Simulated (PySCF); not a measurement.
System: C₆H₁₃BO₂, SMILES CC/C=C/B(OC)OC.

Simulated rotational absorption lines between 2 and 8 GHz at 3 K: rigid rotor with the equilibrium constants and dipole of one optimised conformer (PBE0-D3(BJ)/def2-SVP, PySCF), commonest isotopes; no centrifugal distortion, hyperfine structure, internal rotation or nuclear-spin weights; lines within 1 MHz of each other are summed.

Question: What are the rotational constants, and what kind of rotor is it?

Answer: Rotational constants A, B, C = 2.443, 0.7537, 0.6000 GHz; Ray's κ = −0.83, an asymmetric top on the prolate side.

Question: Which dipole components drive the lines?

Answer:
|μa|, |μb|, |μc| = 0.03, 1.02, 0.00 D; b-type lines carry 100 % of the intensity in this range.

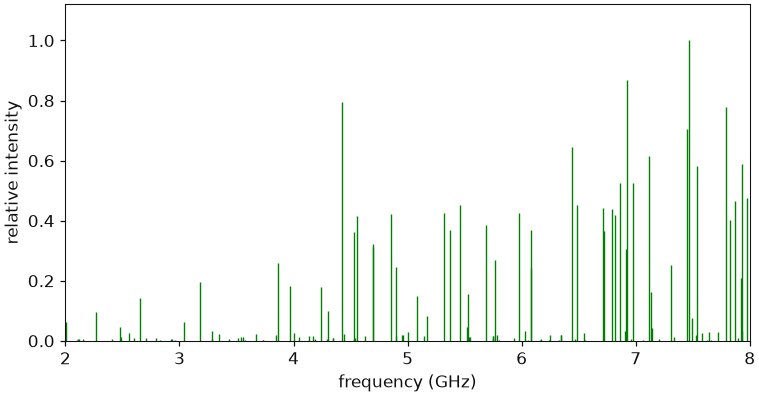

Known limits of this run: coarse grid, loose stop and no frequency check, small forces are noise and the end may be a saddle.
